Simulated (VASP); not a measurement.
Band structure of Zn4OS3 (ordered alloy cell). Method: PBEsol GGA, VASP's PBE PAW potentials (set 64) (plane waves; VASP 6.6.1).

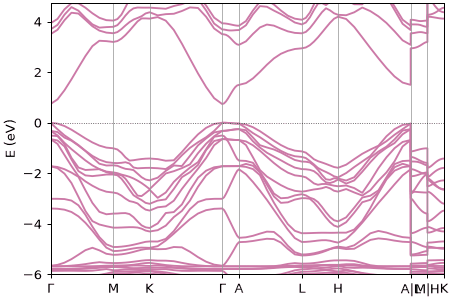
Bands along high-symmetry lines, zero at the valence-band maximum or, without a gap, the Fermi level

Task: Read the plot: is there a gap, and where are the band edges?

Result: The gap is direct, 0.74 eV, from the valence maximum at Γ to the conduction minimum at Γ. (Edges off the drawn lines would not show.)

The structure was generated: Zn4OS3 was put into an ordered model structure (P3m1), which need not be its known phase. It was relaxed first.
